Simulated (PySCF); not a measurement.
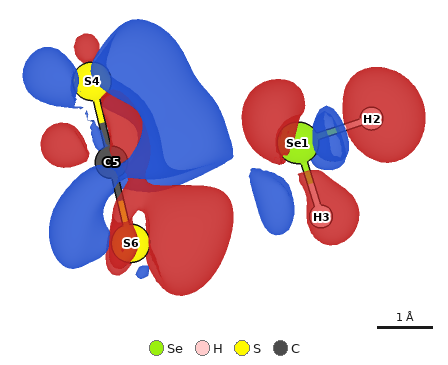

CH$_{2}$S$_{2}$Se, SMILES `[SeH2].S=C=S`. Density of the complex less the densities of the two fragments at the same geometry, ±0.0005 e/Å³ (red: gain, blue: loss). Fragment A: H2Se (atoms 1–3); fragment B: CS2.

PySCF calculation, B3LYP/def2-TZVP, gas phase; geometry: GFN2-xTB. GFN2-xTB bond lengths at metals and heavier atoms can be off by up to 0.1 Å and shapes distorted, which carries into these values.

Coordinates in Å:

```
Se1     -1.7594   -0.1406    0.0000
H2      -3.1378   -0.5465    0.0000
H3      -2.1301    1.2474    0.0000
S4       2.0100   -1.4140    0.0000
C5       1.7113    0.1060    0.0000
S6       1.4163    1.6292    0.0000
```

> Which way does charge flow?

Hirshfeld charges show 0.007 e passing from B to A. By Hirshfeld charges, electrons gather most on S6 (−0.005 e) and leave S4 most (+0.009 e); 0.02 e is displaced in all, which induces a dipole of 0.22 D.

> What is the interaction energy, and which contacts carry it?

The counterpoise-corrected interaction energy of the frozen fragments is +1.3 kcal/mol without dispersion correction and −1.7 kcal/mol with D3(BJ). The pair geometry is semi-empirical, not a minimum at this level. Contacts: Se1···S6, 3.64 Å, ρ = 0.007 a.u. The pose is a local one from a semi-empirical search, not shown to be the most stable.
